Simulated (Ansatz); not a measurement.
Partial pair distribution functions of a relaxed model of amorphous Ge$_{12}$Sb$_{12}$Te$_{30}$Zn$_{3}$, broadened by 0.06 Å; density 6.05 g/cm³. Calculation: PBE-D3(BJ), scalar-relativistic without spin-orbit coupling, PAW (Ansatz default set, large-core Te) (plane waves to 420 eV; Ansatz, a quantum-chemistry and plane-wave program).

A CHGNet melt-quench gave the starting glass, which DFT then relaxed. The hot cell started wider than the set density and was brought back towards it in steps. It is the lowest in DFT energy of 3 quenches. It is a model cell: composition and starting density were chosen by hand, and all elements were melted together. The geometry includes D3(BJ) dispersion. Its density started from a set value of 5.82 and ended at 6.05 g/cm³. Cooling (nominally 76 K/ps over its main leg) ran many orders faster than in experiment, which tends to leave more defects and strain. One small periodic cell is one sample of the glass; other quenches scatter about these values. Volume and shape were free in the relaxation. On a 2×2×2 Γ-centred mesh force components of up to 0.44 eV/Å stay, since the relaxation ran on one k-point at (1/4, 1/4, 1/4).

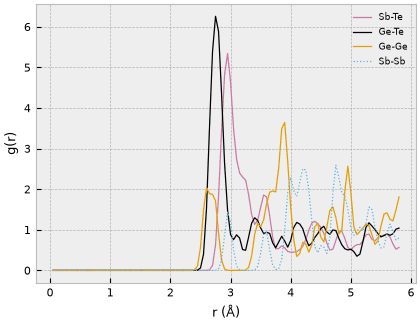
Partial pair distribution functions

Highest peaks under 4.5 Å: Sb-Te near 2.95 Å, Ge-Te near 2.75 Å, Ge-Ge near 3.90 Å, Sb-Sb near 4.20 Å; pairs of few atoms are noisy.

Within 3.40 Å each Sb has 3.75 Te neighbours on average.
